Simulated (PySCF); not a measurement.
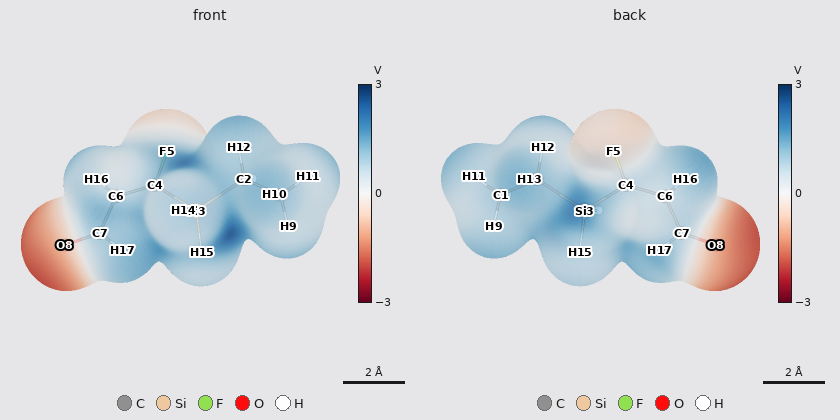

C5H9FOSi (SMILES CC[SiH2]/C(F)=C\C=O). The electrostatic potential painted on the density surface at 0.004 e/bohr³, seen from the front and from behind; the colour scale runs from red (negative) to blue (positive).

Geometry: GFN2-xTB.

Theory: wB97X-D/def2-SVPD, SCF density, gas phase (PySCF 2.14.0).

```xyz
17

C    -2.8648   -0.3550    0.7774
C    -1.6957    0.5319    0.3603
Si   -0.0930   -0.4430    0.0696
C     1.2135    0.8420   -0.4771
F     0.7274    2.0940   -0.5999
C     2.5100    0.6650   -0.7483
C     3.1427   -0.6367   -0.6504
O     4.3025   -0.8666   -0.8785
H    -2.6342   -0.8901    1.6955
H    -3.0859   -1.0895    0.0070
H    -3.7591    0.2416    0.9472
H    -1.9691    1.0787   -0.5455
H    -1.5333    1.2881    1.1323
H    -0.2321   -1.4216   -1.0133
H     0.3817   -1.0804    1.3013
H     3.1363    1.4944   -1.0524
H     2.4463   -1.4407   -0.3350
```

Describe the electrostatic potential map.

Answer. The most negative region (about −1.9 V) lies over O8, the most positive (about +2.3 V) over Si3. O8 is the likeliest acceptor of a hydrogen bond.

What dipole moment does the calculation give?

Answer. Its dipole moment is 4.12 D.
